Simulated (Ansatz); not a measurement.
# One shape, several levels: PH2F (phosphinous fluoride(8ci,9ci))

Wanted: a comparison of 6 runs (UPBE/STO-3G, wB97M-V/STO-3G, wB97X/STO-3G, MP2/STO-3G, CCSDT(Q)/STO-3G, UCCSD(T)/STO-3G) of PH2F (phosphinous fluoride(8ci,9ci)). 

The calculation is run with Ansatz 0.2.0.

50 further runs of the same task are left out: 50 set aside as unsound or not needed.

**1. Starting point**

PH2F: 4 atoms, total charge 0, spin state singlet. SMILES: `FP`. The H3–P2 distance was set to 3.515 Å, away from the relaxed value. At this shape a bond of the SMILES string is far longer than usual.

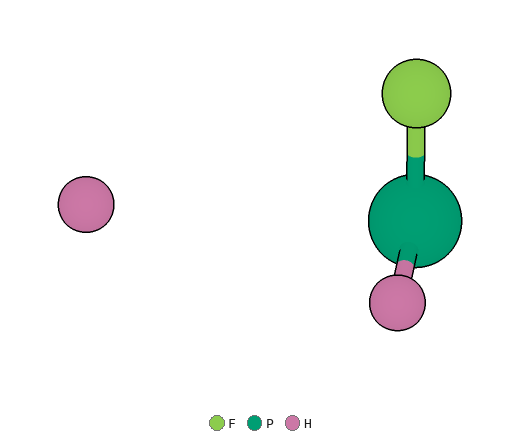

The structure, seen from a chosen angle (fluorine green, phosphorus teal, hydrogen pink).

**2. A single-point energy at UPBE/STO-3G (run 1)**

File run.yaml:

```yaml
crystal:
  periodic: [false, false, false]
  atoms:
    - {symbol: F, position_ang: [2.633394, -0.746193, -0.747837]}
    - {symbol: P, position_ang: [1.400824, -1.784123, -1.004847]}
    - {symbol: H, position_ang: [-1.053910, 0.574260, -0.129560]}
    - {symbol: H, position_ang: [1.438254, -2.289073, 0.306723]}
basis:
  gaussian: {orbitals: STO-3G}
magnetization: {spin_polarized: true}
hamiltonian: {xc: {name: PBE}}
accuracy: high
```

Run with:

```sh
$ ansatz run run.yaml --threads 1 --pin off --max-ram 2610MiB --events-out events.jsonl --progress --plain --runs-dir runs
```

The log of the run:

```text
Warning: RAYON_NUM_THREADS=1 ignored (pool sized by the plan → 1); use --threads N
Functional definition: PBE
  name "PBE"
  parameter kappa = 0.804
  parameter beta = 0.06672455060314922
  exchange = pbe_x(kappa = kappa, mu = beta*pi^2/3)
  correlation = pbe_c(beta = beta)
263 factors; integrals over basis functions are off by at most 2.6e-8 eV
mean field evaluation 1: about -11870.2225 eV, gradient 1.3e1 eV
mean field evaluation 2: about -11863.0757 eV, gradient 2.0e1 eV
mean field evaluation 4: about -11870.0883 eV, gradient 1.3e1 eV
mean field evaluation 8: about -11879.6427 eV, gradient 9.9e-2 eV
mean field evaluation 16: about -11879.8449 eV, gradient 1.4e0 eV
mean field evaluation 32: about -11880.8919 eV, gradient 9.7e-2 eV
mean field -11880.87388098 eV, -436.6140619806 hartree, gradient 2.8e-8 eV, S^2 0.994353; 3 other end points of the search recorded, 0 dependent functions left out
reference -11880.87388272 eV, -436.6140620443 hartree; 13, 13 occupied and 3, 3 virtual orbitals, 263 factors
Total energy: -11880.87388272 eV, -436.6140620443 hartree
```

Run time: 2.4 s. Hardware: 1 thread of Arm Neoverse V2, shared host; peak memory 0.11 GiB.

**3. The energy at wB97M-V/STO-3G (run 2)**

File job.yaml:

```yaml
crystal:
  periodic: [false, false, false]
  atoms:
    - {symbol: F, position_ang: [2.633394, -0.746193, -0.747837]}
    - {symbol: P, position_ang: [1.400824, -1.784123, -1.004847]}
    - {symbol: H, position_ang: [-1.053910, 0.574260, -0.129560]}
    - {symbol: H, position_ang: [1.438254, -2.289073, 0.306723]}
basis:
  gaussian:
    orbitals: STO-3G
hamiltonian:
  xc: {name: wB97M-V}
accuracy: high
```

Run with:

```sh
$ ansatz run job.yaml --threads 1 --pin off --max-ram 2610MiB --events-out events.jsonl --progress --plain --runs-dir runs
```

The log of the run, cut to the lines that bear on the results:

```text
Warning: RAYON_NUM_THREADS=1 ignored (pool sized by the plan → 1); use --threads N
Functional definition: wB97M-V
  name "wB97M-V"
[...]
  gx(w, u) = 1 - cx + cx01*u + cx10*w
  gss(w, u) = css00 + css04*u^4 + css10*w + css20*w^2 + css43*w^4*u^3
  gos(w, u) = cos00 + cos10*w + (cos20 + cos21*u)*w^2 + (cos60 + cos61*u)*w^6
[...]
      + integral(e_c_pw_mod_opposite_spin*gos(b97_w_opposite, b97_u_opposite)) + vv10(b, c)
263 factors; integrals over basis functions are off by at most 2.6e-8 eV
117 factors; integrals over basis functions are off by at most 7.6e-10 eV
[...]
mean field -11886.08663207 eV, -436.8056270497 hartree, gradient 5.9e-8 eV, S^2 0.000000; 0 other end points of the search recorded, 0 dependent functions left out
reference -11886.08663436 eV, -436.8056271338 hartree; 13, 13 occupied and 3, 3 virtual orbitals, 263 factors
Total energy: -11886.08663436 eV, -436.8056271338 hartree
```

Wall time 9 s (1 thread of Arm Neoverse V2, shared host); peak memory 0.23 GiB.

Run 3 isn't shown in full; the table further down has it.

**4. The energy at MP2/STO-3G (run 4)**

File in.yaml:

```yaml
crystal:
  periodic: [false, false, false]
  atoms:
    - {symbol: F, position_ang: [2.633394, -0.746193, -0.747837]}
    - {symbol: P, position_ang: [1.400824, -1.784123, -1.004847]}
    - {symbol: H, position_ang: [-1.053910, 0.574260, -0.129560]}
    - {symbol: H, position_ang: [1.438254, -2.289073, 0.306723]}
basis:
  gaussian: {orbitals: STO-3G}
correlation: {method: mp2, frozen_orbitals: {F: 1, H: 0, P: 5}}
accuracy: high
```

Run with:

```sh
$ ansatz run in.yaml --threads 1 --pin off --max-ram 2610MiB --events-out events.jsonl --progress --plain --runs-dir runs
```

The log of the run, cut to the lines that bear on the results:

```text
Warning: RAYON_NUM_THREADS=1 ignored (pool sized by the plan → 1); use --threads N
Functional definition: HF
  name "HF"
[...]
263 factors; integrals over basis functions are off by at most 2.6e-8 eV
[...]
mean field -11857.16754819 eV, -435.7428703191 hartree, gradient 6.5e-8 eV, S^2 0.000000; 1 other end points of the search recorded, 0 dependent functions left out; unrestricted orbitals would lower it
[...]
unrestricted determinant -11862.99156544 eV, -435.9568990054 hartree, S^2 1.0043
6 core orbitals not correlated: weight in the atoms' cores, before any rotation towards them, 1.000 or more for the frozen orbitals, at most 0.000 for the correlated occupied ones
reference -11857.16754819 eV, -435.7428703191 hartree; 7, 7 occupied and 3, 3 virtual orbitals, 263 factors
second order -5.68093855 eV of doubles, -0.00000000 eV of singles
WARN: the method's energy lies above the unrestricted determinant's, so it is not that of the lowest state
Total energy: -11862.84848674 eV, -435.9516409602 hartree
```

Run time: 0.1 s. Hardware: 1 thread of Arm Neoverse V2, shared host.

Run 5 isn't shown in full; the table further down has it.

**5. A single-point energy at UCCSD(T)/STO-3G (run 6)**

File in.yaml:

```yaml
crystal:
  periodic: [false, false, false]
  atoms:
    - symbol: F
      position_ang: [2.633394, -0.746193, -0.747837]
    - symbol: P
      position_ang: [1.400824, -1.784123, -1.004847]
    - symbol: H
      position_ang: [-1.053910, 0.574260, -0.129560]
    - symbol: H
      position_ang: [1.438254, -2.289073, 0.306723]
basis:
  gaussian: {orbitals: STO-3G}
magnetization: {spin_polarized: true}
correlation: {method: ccsd_t, frozen_orbitals: {F: 1, H: 0, P: 5}}
accuracy: high
scf: {omitted_lower_state_checks: [cluster_reference, increment]}
```

Run with:

```sh
$ ansatz run in.yaml --threads 1 --pin off --max-ram 2610MiB --events-out events.jsonl --progress --plain --runs-dir runs
```

The log of the run, cut to the lines that bear on the results:

```text
Warning: RAYON_NUM_THREADS=1 ignored (pool sized by the plan → 1); use --threads N
[... 2 set-up lines as earlier in the session ...]
[...]
263 factors; integrals over basis functions are off by at most 2.6e-8 eV
[...]
mean field -11862.99156544 eV, -435.9568990054 hartree, gradient 1.2e-8 eV, S^2 1.004275; 7 other end points of the search recorded, 0 dependent functions left out
6 core orbitals not correlated: weight in the atoms' cores, before any rotation towards them, 1.000 or more for the frozen orbitals, at most 0.000 for the correlated occupied ones
reference -11862.99156544 eV, -435.9568990054 hartree; 7, 7 occupied and 3, 3 virtual orbitals, 263 factors
second order -1.15169550 eV of doubles, -0.00000000 eV of singles
cycle   1  -1.41518431 eV  change   -2.6e-1 eV  update   6.3e-2
[...]
cycle  36  -1.63263332 eV  change  -7.2e-10 eV  update   1.1e-9
perturbative correction -0.04799526 eV, -0.0017637932 hartree
Total energy: -11864.67219402 eV, -436.0186609665 hartree
Checks for a lower state left out: cluster_reference, increment
```

Wall time 0.24 s (1 thread of Arm Neoverse V2, shared host).

**6. Overview of the runs**

| run | level | frozen core orbitals | energy (Eh) | wall time |
| --- | --- | --- | --- | --- |
| 1 | UPBE/STO-3G | – | -436.614062 | 2.4 s |
| 2 | wB97M-V/STO-3G | – | -436.805627 | 9 s |
| 3 | wB97X/STO-3G | – | -436.750450 | 2.6 s |
| 4 | MP2/STO-3G | 6 | -435.951641 | 0.1 s |
| 5 | CCSDT(Q)/STO-3G | 6 | -436.019964 | 0.2 s |
| 6 | UCCSD(T)/STO-3G | 6 | -436.018661 | 0.24 s |

**7. What came out**

| quantity | value |
| --- | --- |
| run 6: total energy | -436.01866 Eh |
| run 6: correlation energy (6 core orbitals frozen) | -61.8 mEh |
| run 6: (T) correction | -1.76 mEh |
| run 6: ⟨S²⟩ of the reference determinant | 1.004 |
| run 6: T1 diagnostic | 0.019 |

Totals of different functionals can't be ranked against each other. In runs 4, 5 the log says that unrestricted orbitals would lower the reference, so the values rest on an unstable closed-shell determinant (other closed-shell runs at this shape may share the fault). In runs 1, 2, 3, 4, 5, 6 the basis is minimal, so the values are rough. In runs 2, 3, 4 a closed-shell determinant meets a far-stretched bond, which it describes badly. Spin contamination of the reference: run 6 ⟨S²⟩ = 1.00, run 1 ⟨S²⟩ = 0.99. Where it is this large, the reference is a mixture of spin states, and values that rest on it are in doubt. All runs together took 15 s, the longest 9 s.
